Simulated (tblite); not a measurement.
**Frequency calculation of C₅H₁₄B₂Si**

C₅H₁₄B₂Si, computed with GFN2-xTB harmonic vibrations, gas phase (tblite 0.8.0).

It belongs to a series of runs on one base structure; here: H on C replaced by CH2SiH3.

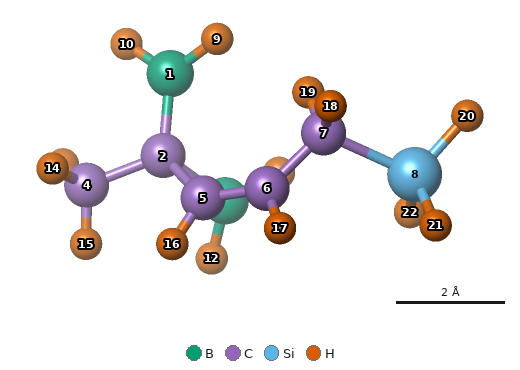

*The structure (ball-and-stick view, seen at a tilt; atoms are numbered from 1 in the order of the input).*

Bond lengths as drawn: B–C 1.54 to 1.60 Å, B–H 1.17 Å, C–C 1.35 to 1.53 Å, C–H 1.08 to 1.09 Å, C–Si 1.91 Å and H–Si 1.46 to 1.47 Å.

## Key numbers

```tsv
quantity	value
outcome	converged
total energy	−598.2113 eV
zero-point energy	106.7800 kcal/mol
hardware	1 CPU thread, shared host
wall time	0.99 s
peak memory	0.18 GiB
```

## The input
```
{"job": {"kind": "ir", "xc": "GFN2-xTB", "basis": "xTB"}, "charge": 0, "multiplicity": 1}
B     -1.745809     0.281372     1.282522
C     -1.486898    -0.352893    -0.092094
B     -0.765018     0.638827    -1.126555
C     -2.661139    -1.150249    -0.665403
C     -0.179561    -0.993509    -0.493860
C      1.107387    -0.790348    -0.128631
C      1.721064     0.183554     0.796483
Si     3.022790     1.276191    -0.084631
H     -0.903583     0.586406     2.032952
H     -2.855785     0.491741     1.595435
H     -0.189667     1.581040    -0.741005
H     -0.997938     0.539583    -2.272504
H     -3.574395    -0.564593    -0.595806
H     -2.809748    -2.072825    -0.102634
H     -2.505969    -1.408837    -1.711916
H     -0.324533    -1.811291    -1.193271
H      1.836324    -1.461563    -0.577604
H      2.244657    -0.373325     1.579147
H      0.973083     0.807443     1.273907
H      3.614074     2.157881     0.923297
H      4.062468     0.404015    -0.641040
H      2.407786     2.050763    -1.158323
```

The first line tells a small driver script what to run in tblite; the rest is the geometry in Å.

Launched with:
```bash
OMP_NUM_THREADS=1 python <driver script> task.json out
```

## Output
```
mode    cm-1     km/mol
  1      73.0      0.40
  2      85.5      0.22
  3      99.3      0.16
  4     118.8      1.67
  5     176.8      3.84
  6     198.8      0.45
  7     229.9      4.04
  8     254.0      3.63
  9     290.7      4.66
 10     317.0      3.73
 11     356.0      0.73
 12     382.0      4.70
 13     446.4     65.31
 14     506.2     27.40
 15     543.3     44.24
 16     567.5     27.97
 17     621.3      8.64
 18     707.2     19.55
 19     757.4     10.37
 20     770.8    119.44
 21     776.0     25.56
 22     787.6    434.59
 23     790.6    191.76
 24     810.2     80.53
 25     815.4     22.90
 26     817.3     51.57
 27     835.0    144.49
 28     846.4     21.30
 29     867.8    106.91
 30     965.4      2.42
 31     998.7     19.58
 32    1050.8     31.52
 33    1073.0      2.93
 34    1115.9     16.88
 35    1159.7     15.10
 36    1178.0     63.09
 37    1202.8     74.75
 38    1219.4     11.25
 39    1269.0     94.89
 40    1344.0     23.52
 41    1388.2     33.40
 42    1417.4      3.04
 43    1441.6      2.39
 44    1507.5      4.52
 45    1510.6      3.76
 46    1606.2     50.42
 47    2243.8    310.77
 48    2267.5    304.68
 49    2303.6    234.77
 50    2603.5    158.40
 51    2625.3    166.17
 52    2652.0     54.96
 53    2659.0    195.92
 54    2936.6     40.67
 55    2988.5     26.26
 56    2990.4     48.67
 57    3008.1     10.19
 58    3015.0     93.57
 59    3042.2     37.27
 60    3061.4     17.03
```

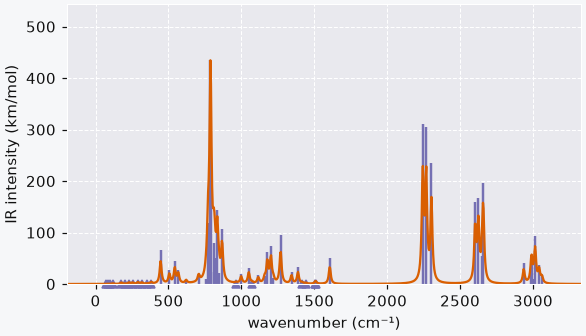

*Harmonic infrared spectrum, unscaled: sticks (degenerate modes added up, dark ones marked on the axis) with a Lorentzian envelope of 16 cm⁻¹ full width, scaled to the tallest stick.*

60 modes from 73 to 3061 cm⁻¹, none imaginary. The strongest line is at 788 cm⁻¹ (435 km/mol).
